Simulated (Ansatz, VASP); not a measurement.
**Cross-check of TiB2 between VASP and Ansatz**

Aim: how closely do two programs agree when they are given the same cell, functional and k mesh? The cell is taken from a series of VASP runs on this material, whose earlier steps may have relaxed, scaled or displaced it; both programs get it as it stands. Valence electrons are named where the data sets of a main pair hold unlike numbers.

Program: Ansatz 0.2.0. Level of theory: plane waves, with VASP 6.6.1 beside it; band structure at LDA. Results are calculated unless marked as measured.

## Step 1: The structure

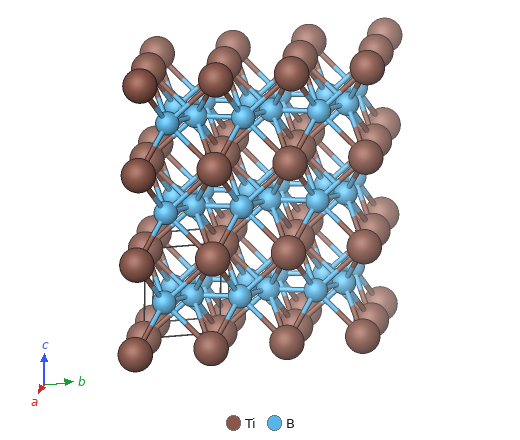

The cell as given, slightly off an axis (titanium brown, boron blue). 2×3×3 cells are drawn. Some periodic images of atoms are drawn too.

Coordinates:

```xyz
3
Lattice="3.0255 0.0770 -0.0269 -1.4461 2.5589 0.0365 -0.0287 0.0283 3.2673" Properties=species:S:1:pos:R:3 pbc="T T T"
Ti    0.0000    0.0000    0.0000
B     0.0301    1.7457    1.6490
B     1.5206    0.9185    1.6279
```

## Step 2: VASP: band structure, LDA

With cell and atoms fixed, the geometry can't cause a difference; cores, projectors, grids and the points listed under the comparison can.

Lines of VASP's logs that name or quote its potential files are left out, and so is its time.

Contents of INCAR:

```
SYSTEM = TiB2
PREC = Accurate
ENCUT = 420
EDIFF = 1E-06
NELM = 100
ISMEAR = -1
SIGMA = 0.05
LREAL = .FALSE.
ALGO = Normal
GGA = CA
NBANDS = 22
LASPH = .TRUE.
LORBIT = 11
LWAVE = .FALSE.
LCHARG = .FALSE.
KPAR = 4
```

Contents of POSCAR:

```
TiB2
1.0
    3.0255200000      0.0769870000     -0.0269190000
   -1.4460880000      2.5588660000      0.0364890000
   -0.0286900000      0.0283410000      3.2673420000
Ti B
1 2
Direct
    0.0000000000      0.0000000000      0.0000000000
    0.3333333333      0.6666666667      0.5000000000
    0.6666666667      0.3333333333      0.5000000000
```

Contents of KPOINTS:

```
Automatic mesh
0
Gamma
11 11 9
0 0 0
```

Contents of KPOINTS_OPT:

```
Line mode
16
Line-mode
Reciprocal
 -0.50000000   0.00000000   0.00000000 X
  0.00000000   0.00000000   0.00000000 GAMMA

  0.00000000   0.00000000   0.00000000 GAMMA
  0.00000000   0.00000000   0.50000000 Y

 -0.50000000   0.00000000   0.50000000 L
  0.00000000   0.00000000   0.00000000 GAMMA

  0.00000000   0.00000000   0.00000000 GAMMA
  0.00000000   0.50000000   0.00000000 Z

 -0.50000000   0.50000000   0.00000000 N
  0.00000000   0.00000000   0.00000000 GAMMA

  0.00000000   0.00000000   0.00000000 GAMMA
  0.00000000   0.50000000   0.50000000 M

 -0.50000000   0.50000000   0.50000000 R
  0.00000000   0.00000000   0.00000000 GAMMA
```

Potentials, in the order of the species: Ti_sv and B (LDA family, release 64).

Command:

```sh
$ mpirun -np 4 vasp_std
```

Numbers of over 12 decimals in the logs are rounded to 6 here.

The log of the run:

```text
[banner, memory and clock lines left out]
running    4 mpi-ranks, on    1 nodes
 distrk:  each k-point on    1 cores,    4 groups
 distr:  one band on    1 cores,    1 groups

 POSCAR found type information on POSCAR TiB
 POSCAR found :  2 types and       3 ions
 LDA part: xc-table for (Slater(with rela. corr.)+CA(PZ))
 , standard interpolation
 POSCAR, INCAR and KPOINTS ok, starting setup
 FFT: planning ... GRIDC
 FFT: planning ... GRID_SOFT
 FFT: planning ... GRID
 WAVECAR not read
 entering main loop
       N       E                     dE             d eps       ncg     rms          rms(c)
DAV:   1     0.114697804461E+03    0.11470E+03   -0.71233E+03 24122   0.800E+02
DAV:   2    -0.255387505659E+02   -0.14024E+03   -0.13253E+03 25850   0.250E+02
DAV:   3    -0.320663295858E+02   -0.65276E+01   -0.64500E+01 28518   0.547E+01
DAV:   4    -0.321907451665E+02   -0.12442E+00   -0.12431E+00 26804   0.722E+00
DAV:   5    -0.321929783572E+02   -0.22332E-02   -0.22331E-02 28324   0.886E-01    0.162E+01
DAV:   6    -0.268611882012E+02    0.53318E+01   -0.14195E+01 29400   0.356E+01    0.363E+00
DAV:   7    -0.268075621627E+02    0.53626E-01   -0.10214E+00 27766   0.942E+00    0.332E+00
DAV:   8    -0.267997647188E+02    0.77974E-02   -0.69823E-02 33336   0.196E+00    0.886E-01
DAV:   9    -0.267962833735E+02    0.34813E-02   -0.44386E-02 26770   0.224E+00    0.392E-01
DAV:  10    -0.267949611650E+02    0.13222E-02   -0.39638E-03 30340   0.611E-01    0.624E-02
DAV:  11    -0.267950200031E+02   -0.58838E-04   -0.45511E-04 27148   0.146E-01    0.372E-02
DAV:  12    -0.267950144289E+02    0.55742E-05   -0.26893E-05 27022   0.514E-02    0.681E-03
DAV:  13    -0.267950127874E+02    0.16415E-05   -0.45149E-06 28902   0.231E-02    0.184E-03
DAV:  14    -0.267950126675E+02    0.11990E-06   -0.13259E-07 14096   0.301E-03
   1 F= -.26795013E+02 E0= -.26793654E+02  d E =-.271801E-02
 Start KPOINTS_OPT (optional k-point list driver)
k-point batch [1-112\112]
       N       E                     dE             ncg
DAV:   1     0.675745495057E+04   -0.40951E+05     4974
DAV:   2    -0.890471949013E+04   -0.15662E+05     5144
DAV:   3    -0.966091760324E+04   -0.75620E+03     5930
DAV:   4    -0.967456011158E+04   -0.13643E+02     5582
DAV:   5    -0.967474583800E+04   -0.18573E+00     5822
DAV:   6    -0.967474922956E+04   -0.33916E-02     5648
DAV:   7    -0.967474930670E+04   -0.77136E-04     5748
DAV:   8    -0.967474930849E+04   -0.17914E-05     4128
DAV:   9    -0.967474930867E+04   -0.18012E-06     3844
```

Parts of OUTCAR (step 2):

```text
ion  position               nearest neighbor table
   1  0.000  0.000  0.000-   2 2.33   3 2.33   2 2.36   3 2.36   3 2.39   2 2.39   2 2.40   3 2.40
                             3 2.41   2 2.41   2 2.42   3 2.42
   2  0.333  0.667  0.500-   3 1.70   3 1.73   3 1.78   1 2.33   1 2.36   1 2.39   1 2.40   1 2.41
                             1 2.42
   3  0.667  0.333  0.500-   2 1.70   2 1.73   2 1.78   1 2.33   1 2.36   1 2.39   1 2.40   1 2.41
                             1 2.42

  LATTYP: Found a triclinic cell.
 ALAT       =     3.0266190545
 B/A-ratio  =     1.6898688094
 C/A-ratio  =     1.4864727833
 COS(alpha) =     0.0049682062
 COS(beta)  =     0.3531465935
 COS(gamma) =     0.8617344263

 Subroutine GETGRP returns: Found  2 space group operations
 (whereof  2 operations were pure point group operations)

The static configuration has the point symmetry S_2 .

 Found    545 irreducible k-points:

   k-points           NKPTS =    545   k-points in BZ     NKDIM =    545   number of bands    NBANDS=     22

   dimension x,y,z NGX =    20 NGY =   20 NGZ =   24
   dimension x,y,z NGXF=    40 NGYF=   40 NGZF=   48

   ENCUT  =  420.0 eV  30.87 Ry    5.56 a.u.   5.06  4.91  5.46*2*pi/ulx,y,z

   NELECT =      18.0000    total number of electrons

 k-points in reciprocal lattice and weights: Automatic mesh
   0.00000000  0.00000000  0.00000000       0.001
   0.09090909  0.00000000 -0.00000000       0.002
   0.18181818  0.00000000  0.00000000       0.002
   0.27272727  0.00000000 -0.00000000       0.002
   0.36363636  0.00000000  0.00000000       0.002
   0.45454545  0.00000000  0.00000000       0.002
  -0.00000000  0.09090909  0.00000000       0.002
   0.09090909  0.09090909 -0.00000000       0.002
   0.18181818  0.09090909  0.00000000       0.002
[...]
-0.18181818 -0.09090909  0.44444444       0.002
  -0.09090909 -0.09090909  0.44444444       0.002

 average (electrostatic) potential at core
       1 -70.9229       2 -27.4817       3 -27.4817

 E-fermi :   9.8734

 k-point     1 :       0.0000    0.0000    0.0000
  band No.  band energies     occupation
    ...
      5      -3.3951      2.00000
      6       7.1644      2.00000
      7       7.4648      2.00000
      8       7.6581      2.00000
      9       7.8398      2.00000
     10      11.6866      0.00000
     11      11.8330      0.00000
     12      13.3561      0.00000
     13      13.5352      0.00000
     14      15.2934      0.00000
    ...

 k-point     2 :       0.0909    0.0000   -0.0000
  band No.  band energies     occupation
    ...
      5      -3.2434      2.00000
      6       6.7248      2.00000
      7       7.3385      2.00000
      8       7.6600      2.00000
      9       7.9062      2.00000
     10      11.7906      0.00000
     11      11.9296      0.00000
     12      12.7744      0.00000
     13      13.1487      0.00000
     14      16.1414      0.00000
    ...

 k-point     3 :       0.1818    0.0000    0.0000
  band No.  band energies     occupation
    ...
      5      -2.7986      2.00000
      6       5.6152      2.00000
      7       7.0642      2.00000
      8       7.6028      2.00000
      9       8.0692      2.00000
     10      11.6835      0.00000
     11      12.0940      0.00000
     12      12.5108      0.00000
     13      12.6585      0.00000
     14      17.2961      0.00000
    ...

  Total       -1.4231501     -0.6836687     -2.4932432     -2.4142079     -0.7435952      0.7358204
  in kB      -88.8766095    -42.6955377   -155.7045837   -150.7687793    -46.4379812     45.9524409
  external PRESSURE =     -95.7589103 kB  Pullay stress =       0.0000000 kB

  energy-cutoff  :      420.00
  volume of cell :       25.66
      direct lattice vectors                 reciprocal lattice vectors
     3.025520000  0.076987000 -0.026919000     0.325847651  0.184127755  0.001264087
    -1.446088000  2.558866000  0.036489000    -0.009834524  0.385289230 -0.003428363
    -0.028690000  0.028341000  3.267342000     0.002794426 -0.002785837  0.306107878

 POSITION                                       TOTAL-FORCE (eV/Angst)
 -----------------------------------------------------------------------------------
      0.00000      0.00000      0.00000         0.000000      0.000000      0.000000
      0.03010      1.74574      1.64902        -0.171917      0.005046      0.008225
      1.52064      0.91845      1.62789         0.171917     -0.005046     -0.008225
 -----------------------------------------------------------------------------------
    total drift:                               -0.000000      0.000000      0.000000

  FREE ENERGIE OF THE ION-ELECTRON SYSTEM (eV)
  ---------------------------------------------------
  free  energy   TOTEN  =       -26.7950126675 eV

  energy  without entropy=      -26.7922946609  energy(sigma->0) =      -26.79365366

 total charge
# of ion       s       p       d       tot
------------------------------------------
    1        2.179   6.210   2.059  10.448
    2        0.685   1.340   0.000   2.025
    3        0.685   1.340   0.000   2.025
--------------------------------------------------
tot          3.548   8.890   2.059  14.498

[... 3 further parts left out ...]
```

The path and its labels are those of the sheared lattice, so a letter need not mean the same point as in the unstrained cell.

## Step 3: Ansatz: band structure, LDA

Ansatz runs on its default PAW (the set named soft_2) files.

The same cell, functional (in two slightly different forms), mesh and smearing now go to Ansatz, which takes its cutoff from its data sets.

Contents of input.yaml:

```yaml
crystal:
  lattice:
    - [3.02552, 0.076987, -0.026919]
    - [-1.446088, 2.558866, 0.036489]
    - [-0.02869, 0.028341, 3.267342]
  atoms:
    - { symbol: Ti, position: [0.0, 0.0, 0.0] }
    - { symbol: B, position: [0.3333333333, 0.6666666667, 0.5] }
    - { symbol: B, position: [0.6666666667, 0.3333333333, 0.5] }
hamiltonian:
  xc: lda
  pseudopotentials: { kind: paw }
kpoints:
  mp_grid: { grid: [11, 11, 9] }
  band_path:
    path:
      - [-0.5, 0.0, 0.0]
      - [-0.4, 0.0, 0.0]
      - [-0.26667, 0.0, 0.0]
      - [-0.13333, 0.0, 0.0]
      - [0.0, 0.0, 0.0]
      - [0.0, 0.0, 0.1]
      - [0.0, 0.0, 0.2]
      - [0.0, 0.0, 0.33333]
      - [0.0, 0.0, 0.46667]
      - [-0.43333, 0.0, 0.43333]
      - [-0.3, 0.0, 0.3]
      - [-0.16667, 0.0, 0.16667]
      - [-0.06667, 0.0, 0.06667]
      - [0.0, 0.03333, 0.0]
      - [0.0, 0.16667, 0.0]
      - [0.0, 0.3, 0.0]
      - [0.0, 0.43333, 0.0]
      - [-0.46667, 0.46667, 0.0]
      - [-0.36667, 0.36667, 0.0]
      - [-0.23333, 0.23333, 0.0]
      - [-0.1, 0.1, 0.0]
      - [0.0, 0.0, 0.0]
      - [0.0, 0.13333, 0.13333]
      - [0.0, 0.26667, 0.26667]
      - [0.0, 0.36667, 0.36667]
      - [0.0, 0.5, 0.5]
      - [-0.4, 0.4, 0.4]
      - [-0.26667, 0.26667, 0.26667]
      - [-0.13333, 0.13333, 0.13333]
      - [0.0, 0.0, 0.0]
    npoints: 1
scf:
  occupations: { method: fermi_dirac, width: 0.05 }
  n_extra_bands: 7
output:
  forces: true
  stress: true
  eigenvalues: true
```

Command:

```sh
$ ansatz run input.yaml --threads 2 --pin off --max-ram 4608MiB --backend cpu --events-out ev --progress --plain --runs-dir out
```

The log of the run:

```text
scf.n_extra_bands = 7 over 9 filled bands (N_el = 18.0): the run solves 16 bands
Engine: ansatz 0.2.0, aarch64-unknown-linux-gnu
Pseudopotentials: kind: paw
Pseudopotential: Ti, paw, valence charge 12, recommended cutoff 420 eV (normal), Ti.paw.azcp
Pseudopotential: B, paw, valence charge 3, recommended cutoff 420 eV (normal), B.paw.azcp
Functional definition: SPW92
  exchange = slater_x
  correlation = pw_c
Crystal: 3 atoms, lattice volume = 25.655 Å³
Basis set: ecut = 420 eV, 507 PW (Γ)
Bands: 16, of which v1, the nominal top of the filled ones, is band 9 counted from 1 (8 counted from 0)
Symmetry: 2 space group operations
Space group: P-1 (ITA 2), of the structure as read, at distance tolerance 2.9e-5 Å
k-points: 545 of 1089
Non-local potential: Ti, projectors of the file, l = 0: 3, l = 1: 2, l = 2: 3, l = 3: 1
Non-local potential: B, projectors of the file, l = 0: 2, l = 1: 2, l = 2: 1
PAW form: soft (Blöchl's): semilocal exchange-correlation on the pseudo side does not see the compensation charge
PAW frozen core: Ti, regenerated for the run's functional, and the local potential with it (the file was generated under x = pbe(κ = 0.804, μ = 0.219515), c = pbe(β = 0.066725))
PAW frozen core: B, regenerated for the run's functional, and the local potential with it (the file was generated under x = pbe(κ = 0.804, μ = 0.219515), c = pbe(β = 0.066725))
PAW one-centre angular grid: Ti, 590 points (default); XC on 64 Gauss nodes
PAW one-centre angular grid: B, 110 points (default); XC on 64 Gauss nodes
Initial density: superposition of atomic densities (neutral atoms: chi_scale 0, normalization atom), corrected by the library's trained network
Initial wavefunctions: pseudopotential atomic-orbital guess
Functional: x = slater, c = lda
SCF iter   1: F=—  HF=-2753.177520 eV  |F-HF|=—  |Δ(HF+E_count)|=         —  Δρ=5.68e-3  dr2=4.24e-3  ethr=1.77e-3  ⟨swp⟩=5.0  Hψ=40446  notcnv=0  defer=1
preconditioner: auto → none  [metal: Δε(μ)=0.016 eV  Ē_g=10.352 eV  σ=0.050 eV  W_gap=0.08  n_scr=8 (ndim 8)  ℏωp=23.2 eV  f_vac=0.000  D(μ)=0.32/eV (n_scr^D=0)  sad-step TF]
SCF iter   2: F=—  HF=-2753.176386 eV  |F-HF|=—  |Δ(HF+E_count)|=   1.13e-3  Δρ=3.08e-3  dr2=1.81e-3  ethr=2.36e-5  ⟨swp⟩=2.0  Hψ=15627  notcnv=0  defer=358
SCF iter   3: F=—  HF=-2753.175971 eV  |F-HF|=—  |Δ(HF+E_count)|=   4.15e-4  Δρ=6.03e-4  dr2=1.40e-4  ethr=1.01e-5  ⟨swp⟩=2.0  Hψ=11895  notcnv=0  defer=358
SCF iter   4: F=—  HF=-2753.175943 eV  |F-HF|=—  |Δ(HF+E_count)|=   2.78e-5  Δρ=5.51e-5  dr2=1.21e-6  ethr=7.78e-7  ⟨swp⟩=1.5  Hψ=8179  notcnv=0  defer=358
SCF iter   5: F=—  HF=-2753.175942 eV  |F-HF|=—  |Δ(HF+E_count)|=   9.34e-7  Δρ=6.38e-6  dr2=1.07e-8  ethr=6.73e-9  ⟨swp⟩=2.1  Hψ=10260  notcnv=0  defer=358
SCF iter   6: F=-2753.175942 eV  HF=-2753.175942 eV  |F-HF|=5.64e-11  |Δ(HF+E_count)|=   4.30e-9  Δρ=1.13e-6  dr2=1.54e-10  ethr=5.95e-11  ⟨swp⟩=4.9  Hψ=33397  notcnv=0
SCF 1 converged in 6 iterations: F = -2753.175942 eV  dr2 = 1.54e-10
  greatest PAW one-centre occupation: 0.999 electrons in one spin orbital (limit 2), on the Ti atom at site 0 (counted from 0), in its partial waves of l = 0
NSCF: frozen V_eff on 30 k-points
SCF converged after 6 iterations
Free energy (F): -2753.175942 eV
Harris-Foulkes:  -2753.175942 eV  (|F-HF|=5.64e-11)
Internal energy: -2753.173233 eV  (E = F + TS)
E sigma→0 (E₀):  -2753.174587 eV
Entropy (-TS):   -0.002709 eV (-0.903 meV/atom)
Fermi energy:    14.819423 eV
--- Per-component energies (eV) ---
  E_band       = -95.680622
  E_kinetic    = 376.371762
  E_local      = -793.944328  (includes V_loc(G=0)·N_el)
  E_nonlocal   = 33.995033
  E_hartree    = 333.939457
  E_xc         = -164.106644
  E_vxc        = -202.313922  (∫ρ·V_xc dr)
  E_paw        = -1144.030542  (= ΣΔE_a)
  E_vpaw       = -177.668064  (= ΣTr[D̂ρ^β])
  E_aug_tail   = 0.000081  (compensation charges beyond the density's cutoff)
  E_ewald      = -1395.815670
  E_core_change = 0.417619  (= ΣΔE_core)
  E_smearing   = -0.002709  (= −TS)
  E_closure    = 0.000000  (closes the sum)
  Σ components = -2753.175942   (vs F -2753.175942, Δ=0.00e0)
--- Forces (eV/Å), atoms counted from 1 ---
  atom   1  Ti     0.00000000     0.00000000     0.00000000
  atom   2  B     -0.17056588     0.00529783     0.00816367
  atom   3  B      0.17056588    -0.00529783    -0.00816367
  max |Σ_I F_I| component: 0.00e0 eV/Å
--- Stress (GPa, compression-positive) ---
       -9.205765     -15.053046       4.569925
      -15.053046      -4.595595      -4.618698
        4.569925      -4.618698     -15.914666
  P = ⅓ Tr σ = -9.9053 GPa (-99.053 kbar)
--- Band table (eV; the first three rows and the last of 545) ---
  k-point 0: bands = [... 5 lower, 12.1059, 12.4030, 12.6002, 12.7822, 16.6387, 16.7842, 18.3007, 18.4807, ... 3 higher]
  k-point 1: bands = [... 5 lower, 11.1359, 12.2585, 12.7690, 13.8161, 16.2586, 16.4584, 18.0198, 18.2262, ... 3 higher]
  k-point 2: bands = [... 5 lower, 9.6858, 12.6393, 13.1308, 14.8499, 15.5624, 15.8291, 17.2765, 17.5510, ... 3 higher]
  k-point 544: bands = [... 5 lower, 7.0348, 11.1299, 11.5523, 13.3656, 15.9593, 17.2730, 17.8498, 19.1379, ... 3 higher]
```

The job ended after 13 s (2 threads of Arm Neoverse N1, shared host; peak memory 0.46 GiB).

## Step 4: Comparison

Known differences besides the potentials themselves: the two LDA forms differ slightly; VASP's log shows a relativistic correction to its local exchange, Ansatz's none. Total energies have different zeros and are not compared.

The two programs side by side:

```csv
quantity,Ansatz,VASP,difference
pressure (GPa),-9.91,-9.58,-0.33
pressure without Ansatz's Pulay correction (GPa),-10.19,-9.58,-0.61
```

Forces (eV/Å; atoms numbered as in POSCAR):

```csv
atom,"Ansatz x, y, z","VASP x, y, z"
Ti1,"0.000, 0.000, 0.000","0.000, 0.000, 0.000"
B2,"-0.171, 0.005, 0.008","-0.172, 0.005, 0.008"
B3,"0.171, -0.005, -0.008","0.172, -0.005, -0.008"
```

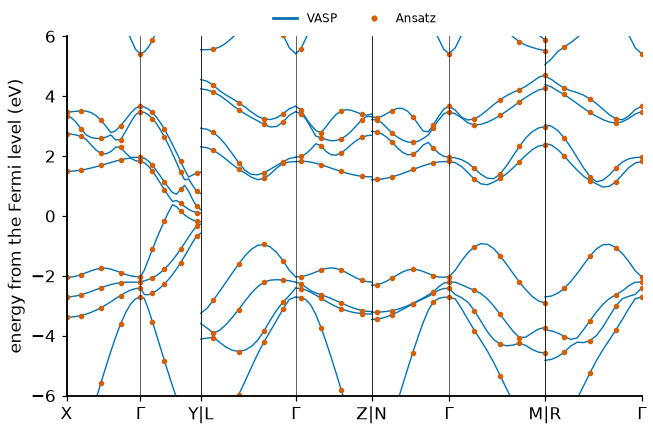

Bands from VASP (lines) and levels from Ansatz (dots). Dots without a line are higher empty bands that the VASP plot leaves out.

The forces differ by 0.7 meV/Å r.m.s., which is 0.8 % of the r.m.s. force of 0.081 eV/Å (both taken over all components). Levels from 3 eV below to 2 eV above the Fermi level differ by 4 meV r.m.s. and 8 meV at most; each VASP level is matched to the nearest of Ansatz, which flatters the figure a little. Ansatz's pressure holds a Pulay correction of 0.28 GPa; VASP's holds none.

## Step 5: Summary of results

| Item | Value |
| --- | --- |
| r.m.s. difference of levels near the Fermi level (band structure, LDA) | 4.2 meV |

**Reading.** The r.m.s. difference of levels near the Fermi level is 4.2 meV (band structure, LDA), within the 80 meV picked in this series as the mark of a large difference. 1 further run of this series is not shown here. Such differences can come from data sets, numerical settings and the points named under the comparisons, not from the functional's error against experiment.

[Lines on the potential files, build, host, timing and source positions are cut from VASP's logs without a mark.]

[Logs are printed without paths, hosts, clocks, repeated set-up lines and the standing remarks that a program may print on its own settings, such as how far it seeks lower states.]

[Hosts, paths, dates, database ids (printed as entryN), source tags and the programs' standing remarks are cut or masked in the printed files.]
